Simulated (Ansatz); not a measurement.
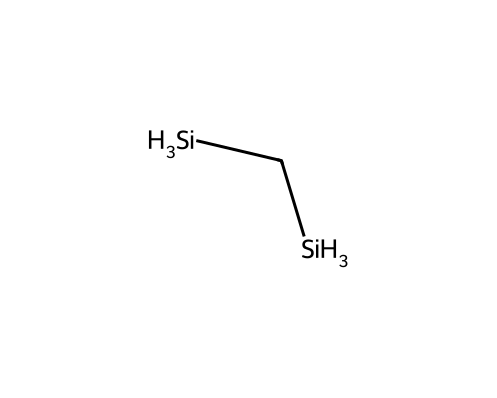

The geometry was computed by an optimisation with PBE-D4/def2-SVP. No frequency run is at hand to confirm it as a minimum. Method: RKS PBE-D4/def2-SVP (Ansatz 0.2.0).

**Give the dispersion correction at this level.**

−20.7 kJ/mol.

**Give the dipole moment at this level.**

0.84 D.
